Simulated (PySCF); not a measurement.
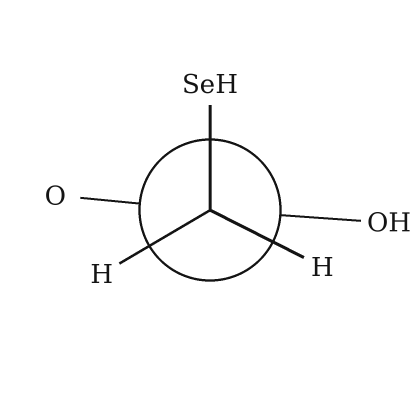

A Newman projection along the C–C bond, carbon in front; angles are drawn as computed, but eclipsed bonds slightly apart. The computed structure is the end point of a PBE0-D3(BJ)/def2-SVP optimisation. No frequency run is at hand to confirm it as a minimum.

> Which molecule is it?

C2H4O2Se, O=C(O)C[SeH]

> What is the torsion angle from the front SeH to the back OH? The sign is positive where the front bond must turn clockwise to cover the back bond.

94°, about perpendicular.
